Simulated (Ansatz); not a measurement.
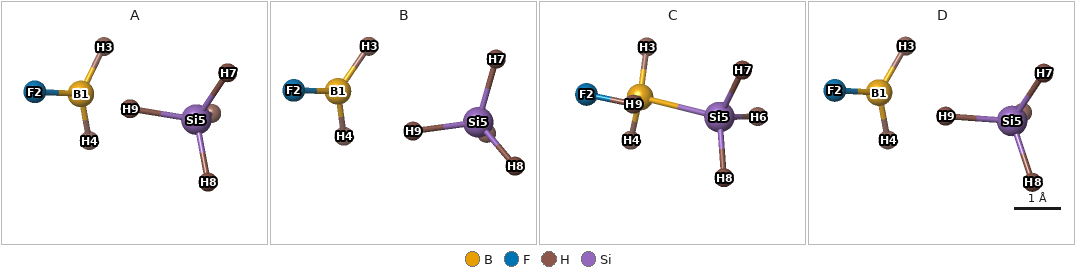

4 geometries from a converged minimum-energy path of BSiH$_{6}$F, made up at the start of BH₂F and SiH$_{4}$, shuffled. A ball-and-stick model, seen at a tilt.

All numbers below come from Ansatz 0.2.0, RKS PBE0-D4/def2-SVP. Settings: 7 movable images; climbing image; force threshold 0.05 eV/Å; iteration limit 60; starting path through a guess of the saddle point.

Which of them lies highest in energy?

Answer. C. In order along the path, whose images run from 0 to 8: B (image 0, 0.0 kJ/mol), D (image 2, +1.2 kJ/mol), A (image 3, +8.7 kJ/mol), C (image 5, +189.2 kJ/mol). Breaking: B1–F2 (1.32 → 1.65 at the top → 1.83 Å), Si5–H9 (1.50 → 1.95 at the top → 2.35 Å). Forming: B1–Si5 (3.41 → 2.12 at the top → 2.03 Å), F2–H9 (2.87 → 1.10 at the top → 0.95 Å).

Limits of the set-up: the start holds two separate molecules, 2.5 Å apart at their closest, whose relative position is a soft coordinate.
